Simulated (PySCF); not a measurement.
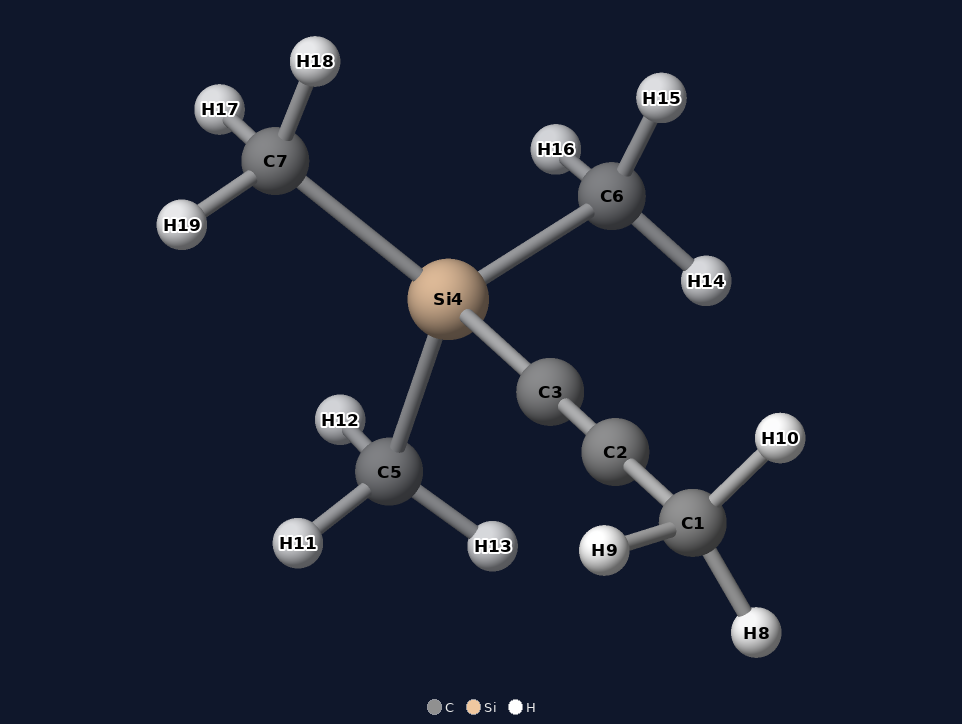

The species has charge +1 and is a spin doublet. The geometry was computed by an optimisation with GFN2-xTB. No frequency run is at hand to confirm it as a minimum. Level of theory: UKS B3LYP, pcH-1 on C H Si, non-relativistic (PySCF 2.14.0). Fermi-contact and spin-dipolar terms alone, no spin-orbit part.

Which nucleus has the largest dipolar (anisotropic) hyperfine coupling?

13C at C2: principal values −25.7, −22.2, 47.9 MHz.

List the isotropic and dipolar parts for the most strongly coupled nuclei, one of each equivalent set. Atoms whose distances differ by more than 0.02 Å in this geometry are listed apart.

```json
{"atom": "C2", "isotope": "13C", "a_iso (MHz)": "8.9", "dipolar part (MHz)": "−25.7, −22.2, 47.9"}
{"atom": "C6", "isotope": "13C", "a_iso (MHz)": "50.1", "dipolar part (MHz)": "−22.1, −21.7, 43.8"}
{"atom": "C5", "isotope": "13C", "a_iso (MHz)": "49.4", "dipolar part (MHz)": "−21.8, −21.3, 43.1"}
{"atom": "C3", "isotope": "13C", "a_iso (MHz)": "0.6", "dipolar part (MHz)": "−22.4, −16.1, 38.5"}
{"atom": "Si4", "isotope": "29Si", "a_iso (MHz)": "74.3", "dipolar part (MHz)": "−35.0, 14.5, 20.5"}
{"atom": "H15", "isotope": "1H", "a_iso (MHz)": "35.6", "dipolar part (MHz)": "−10.1, −2.4, 12.5"}
{"atom": "H11", "isotope": "1H", "a_iso (MHz)": "36.4", "dipolar part (MHz)": "−10.0, −2.4, 12.4"}
{"atom": "H16", "isotope": "1H", "a_iso (MHz)": "2.7", "dipolar part (MHz)": "−10.2, −1.6, 11.8"}
```

The geometry is semi-empirical. Around Si such bond lengths and angles can be off by a tenth of an ångström or more and by several degrees, and values that hang on the shape move with them.
